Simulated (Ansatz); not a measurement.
# C2H2Ge: what the fields show

Input file:

```
basis:
  gaussian: {orbitals: def2-TZVPD}
crystal:
  periodic: [false, false, false]
  atoms:
    - {symbol: C, position_ang: [0.025929, 0.329351, 0.527105]}
    - {symbol: C, position_ang: [-0.628317, -0.729587, 0.094383]}
    - {symbol: Ge, position_ang: [0.911114, 1.761283, 1.111284]}
    - {symbol: H, position_ang: [-0.374490, -1.743485, 0.412142]}
    - {symbol: H, position_ang: [-1.462376, -0.654622, -0.607134]}
output: {forces: true, orbitals: {seedname: orbitals}}
hamiltonian: {xc: pbe0}
```

Launched as:

```sh
ansatz run input.yaml --threads 2 --pin off --max-ram 4350MiB --events-out events.jsonl --progress --plain --runs-dir runs
```

Geometry: r2SCAN-D4/def2-TZVP.

These are results of isolated molecule in a Gaussian basis; Kohn-Sham density functional theory, functional PBE0 in Ansatz, not measurements.

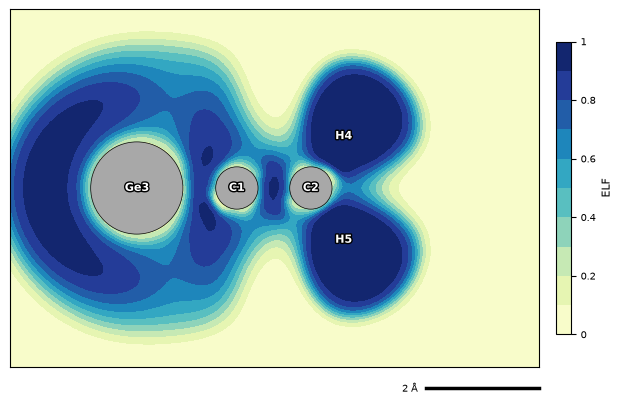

Figure 1. ELF on the molecular plane. Grey discs cover the atomic cores.

What does the map show?

Answer. The section cuts through C, Ge and H sites.
C–C (1.32 Å): the ELF peaks at about 0.90 between the atoms: a multiple bond.
C–Ge (1.78 Å): the ELF peaks at about 0.85 in the valence shell of C, 0.6 Å from its nucleus, and is about 0.45 at the midpoint.
C–H (1.09 Å): the ELF climbs to about 1 towards the hydrogen, as it does in any bond to H; an ordinary covalent bond to hydrogen.

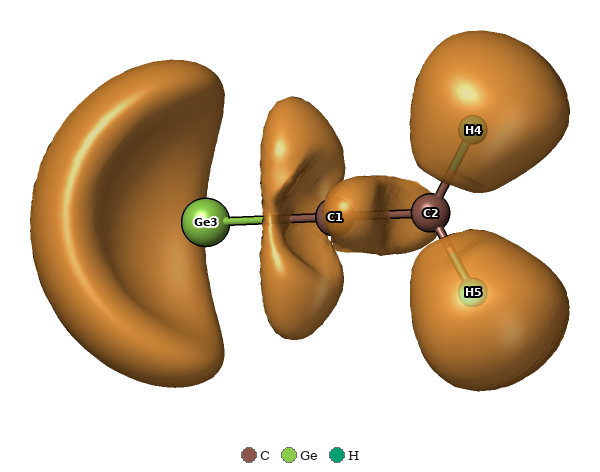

Figure 2. Isosurface of the electron localisation function at 0.8 (orange), seen at a tilt. Core shells and regions of very low density are left out.

Where are the electrons localised?

Answer. The ELF exceeds this value in one region between bonded C–C atoms (shared pairs), two regions around hydrogen nuclei, one lobe of the valence shell of C pointing towards Ge (polar bonds) and one lobe on Ge, pointing away from the bonds (lone pairs).

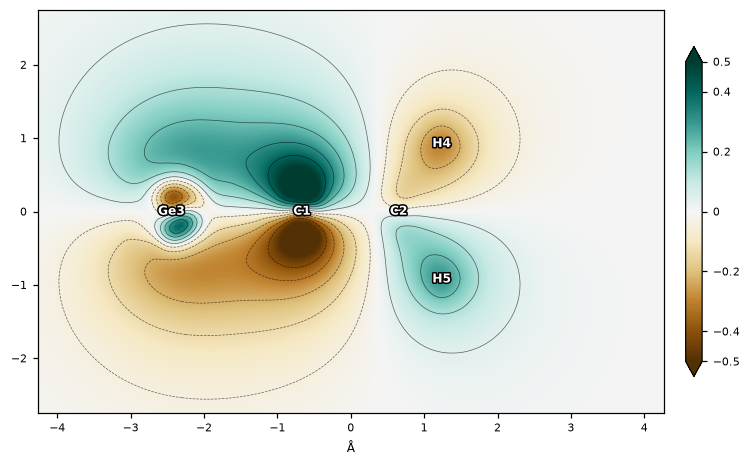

Figure 3. The HOMO on the molecular plane (values in Å⁻³ᐟ²; the overall sign is arbitrary).

What is the character of this orbital?

Answer. It lies mainly on Ge3 (about 45 %), C1 (about 40 %) and C2 (about 5 %); it is symmetric in the molecular plane (an in-plane orbital: σ, lone-pair or in-plane π type). Its energy is −5.89 eV.
